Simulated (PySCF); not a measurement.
# Bi⁻: electron affinity with spin-orbit coupling

Wanted: the electron affinity of bismuth, up a ladder of methods.

The numbers are computed with PySCF 2.14.0 (two-component X2C-1e, generalised determinants), except any that are marked as measured or tabulated.

### 1 The system

| Property | Result |
| --- | --- |
| Element | bismuth (Z = 83) |
| Basis | x2c-TZVPall-2c with one added diffuse shell each of s, p, d, f type (12s12p10d4f, 126 functions) |
| Hamiltonian | two-component X2C-1e, Gaussian nucleus, no Breit or QED terms; spin-orbit coupling, run by run: off; screened by Boettger's factors |
| Core shells frozen in the correlated runs | [Kr] 4d10 4f14 (for Bi⁻) |
| State 1 | Bi⁻: [Xe] 4f14 5d10 6s2 6p4; 6p1/2 filled at m_j = -1/2, +1/2; 6p3/2 filled at m_j = +1/2, +3/2 |
| Needed too, but not shown | Bi [Xe] 4f14 5d10 6s2 6p3 (4S) |
| Methods | GHF, GMP2 |

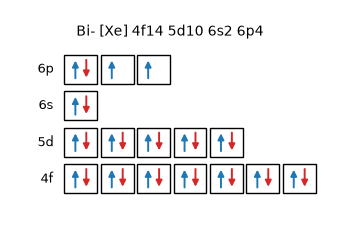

Outer shells as boxes.

A driver program built on PySCF's X2C-1e integrals ran all steps in one process from the settings above; there is no separate input file.

It was started by

```bash
> OMP_NUM_THREADS=1 python sorun2.py TASK.json OUT
```

The integrals over 126 functions and the set-up took 13 s of CPU time.

### 2 Bi⁻

#### GHF (spin-free)

Standard output:

```text
cycle= 1 E= -21513.7797224492  delta_E= -2.15e+04  |FDS-SDF|= 0.0194
cycle= 2 E= -21513.7932015875  delta_E= -0.0135  |FDS-SDF|= 0.00819
cycle= 3 E= -21513.7954217930  delta_E= -0.00222  |FDS-SDF|= 0.00242
cycle= 4 E= -21513.7960381498  delta_E= -0.000616  |FDS-SDF|= 0.000871
cycle= 5 E= -21513.7963298331  delta_E= -0.000292  |FDS-SDF|= 0.00045
cycle= 6 E= -21513.7964548614  delta_E= -0.000125  |FDS-SDF|= 0.000286
cycle= 7 E= -21513.7965286172  delta_E= -7.38e-05  |FDS-SDF|= 0.000103
cycle= 8 E= -21513.7965341699  delta_E= -5.55e-06  |FDS-SDF|= 2.36e-05
cycle= 9 E= -21513.7965343733  delta_E= -2.03e-07  |FDS-SDF|= 5.93e-06
cycle= 10 E= -21513.7965343878  delta_E= -1.46e-08  |FDS-SDF|= 1.83e-06
```

Time after the integrals: 12 s (1 thread of Neoverse-V2, shared host).

Occupied spinors (without spin-orbit coupling the j labels only name the start):

```tsv
spinor shell	electrons	mean energy (eV)	weight of the nominal j	rms radius (bohr)
1s1/2	2	-91045.5	1.000	0.0178
2s1/2	2	-16514.8	1.000	0.0718
2p3/2	4	-14148.2	0.833	0.0666
2p1/2	2	-14148.2	0.667	0.0666
3s1/2	2	-4056.0	1.000	0.183
3p3/2	4	-3369.8	0.833	0.187
3p1/2	2	-3369.8	0.667	0.187
3d5/2	6	-2666.4	0.800	0.170
3d3/2	4	-2666.4	0.700	0.170
4s1/2	2	-966.20	1.000	0.400
4p3/2	4	-737.58	0.833	0.428
4p1/2	2	-737.59	0.667	0.428
4d5/2	6	-469.73	0.800	0.452
4d3/2	4	-469.72	0.700	0.453
5s1/2	2	-175.61	1.000	0.890
4f7/2	8	-173.48	0.786	0.480
4f5/2	6	-173.48	0.714	0.480
5p3/2	4	-108.88	0.833	1.01
5p1/2	2	-108.90	0.667	1.01
5d5/2	6	-29.568	0.800	1.32
5d3/2	4	-29.575	0.700	1.32
6s1/2	2	-12.651	1.000	2.46
6p3/2	2	-2.455	0.833	3.57
6p1/2	2	-1.238	0.667	4.00
```

M_J = 2, ⟨J²⟩ = 6.051, ⟨L²⟩ = 2.012, ⟨S²⟩ = 2.039.

#### GMP2 (spin-free)

No log was kept for this step.

It took 4.8 s on 1 thread of Neoverse-V2, shared host, the integrals not counted.

With 24 electrons correlated and 26 very high virtual spinors dropped, the MP2 correlation energy is -0.54630 hartree. Largest pairs: 5d3/2-5d5/2 -0.1033, 5d5/2-5d5/2 -0.0745, 5d5/2-6s1/2 -0.0383, 5d3/2-5d3/2 -0.0323, 5d5/2-5p3/2 -0.0281.

#### GHF (screened spin-orbit)

Standard output:

```text
cycle= 1 E= -21554.9635303463  delta_E= -2.16e+04  |FDS-SDF|= 0.128
cycle= 2 E= -21555.0003313374  delta_E= -0.0368  |FDS-SDF|= 0.00584
cycle= 3 E= -21555.0024695429  delta_E= -0.00214  |FDS-SDF|= 0.00224
cycle= 4 E= -21555.0031351554  delta_E= -0.000666  |FDS-SDF|= 0.00159
cycle= 5 E= -21555.0035347331  delta_E= -0.0004  |FDS-SDF|= 0.00113
cycle= 6 E= -21555.0038619313  delta_E= -0.000327  |FDS-SDF|= 0.000687
cycle= 7 E= -21555.0040502657  delta_E= -0.000188  |FDS-SDF|= 0.000224
cycle= 8 E= -21555.0040702832  delta_E= -2e-05  |FDS-SDF|= 5.07e-05
cycle= 9 E= -21555.0040718319  delta_E= -1.55e-06  |FDS-SDF|= 2.23e-05
cycle= 10 E= -21555.0040722293  delta_E= -3.97e-07  |FDS-SDF|= 8.82e-06
cycle= 11 E= -21555.0040722855  delta_E= -5.62e-08  |FDS-SDF|= 3.68e-06
cycle= 12 E= -21555.0040722927  delta_E= -7.16e-09  |FDS-SDF|= 1.19e-06
```

Time after the integrals: 26 s (1 thread of Neoverse-V2, shared host).

The outer occupied spinors:

```tsv
spinor shell	electrons	mean energy (eV)	weight of the nominal j	rms radius (bohr)
4f7/2	8	-169.98	1.000	0.481
5p1/2	2	-126.63	1.000	0.952
5p3/2	4	-101.14	1.000	1.04
5d3/2	4	-31.043	1.000	1.30
5d5/2	6	-27.599	1.000	1.34
6s1/2	2	-12.372	0.999	2.47
6p1/2	2	-2.990	0.898	3.31
6p3/2	2	-0.943	0.921	4.13
```

M_J = 2, ⟨J²⟩ = 6.040, ⟨L²⟩ = 2.924, ⟨S²⟩ = 1.976. Rows whose weight is well below 1 mix j = l ± 1/2: exchange competes with spin-orbit coupling there.

#### GMP2 (screened spin-orbit)

The driver printed no log here.

Time after the integrals: 3.5 s (1 thread of Neoverse-V2, shared host).

With 24 electrons correlated and 26 very high virtual spinors dropped, the MP2 correlation energy is -0.54736 hartree. Largest pairs: 5d3/2-5d5/2 -0.1039, 5d5/2-5d5/2 -0.0758, 5d5/2-6s1/2 -0.0378, 5d3/2-5d3/2 -0.0309, 5d5/2-5p3/2 -0.0287.

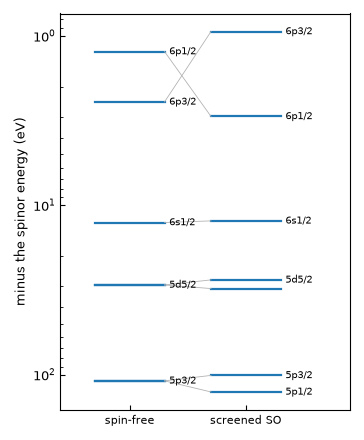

The highest 7 spinor levels of Bi⁻ on a logarithmic scale, without and with spin-orbit coupling.

### 3 Differences of total energies

Electron affinity: Bi⁻ [Xe] 4f14 5d10 6s2 6p4 [6p1/2^2 6p3/2^2, M_J = 2] → Bi [Xe] 4f14 5d10 6s2 6p3 [6p1/2^2 6p3/2^1, M_J = 3/2].

```tsv
method	value (eV)	error (eV)
GHF (spin-free)	-0.2609	-1.2033
GMP2 (spin-free)	0.5689	-0.3734
GHF (screened spin-orbit)	0.0806	-0.8618
GMP2 (screened spin-orbit)	0.8114	-0.1309
```

Reference: 0.942 eV (measured; CRC Handbook (2014) and Andersen, Phys. Rep. 394, 157 (2004), with later updates, as tabulated in the mendeleev Python package). The spin-free rows have the spin-orbit operator switched off.

The differences also use runs on Bi [Xe] 4f14 5d10 6s2 6p3 (4S), which are not shown here.

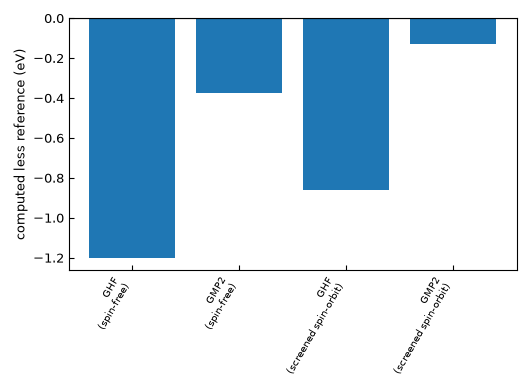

Computed less reference values by method.

### 4 Results

| quantity | value |
| --- | --- |
| electron affinity, Bi | GHF (spin-free) -0.261, GMP2 (screened spin-orbit) 0.811 eV; reference 0.942 |

Each level's miss (mean over 1 difference):

```tsv
method	mean absolute miss against the measured value (with the measured fine structure taken into account where it is known) (eV)
GHF (spin-free)	1.203
GMP2 (spin-free)	0.373
GHF (screened spin-orbit)	0.862
GMP2 (screened spin-orbit)	0.131
```

GMP2 (screened spin-orbit) lands nearest to the measured value (off by 0.13 eV); GHF (spin-free) misses by most (1.20 eV). Spin-orbit coupling moves the difference by +0.243 eV at GMP2. The basis is finite, and no extrapolation was made.
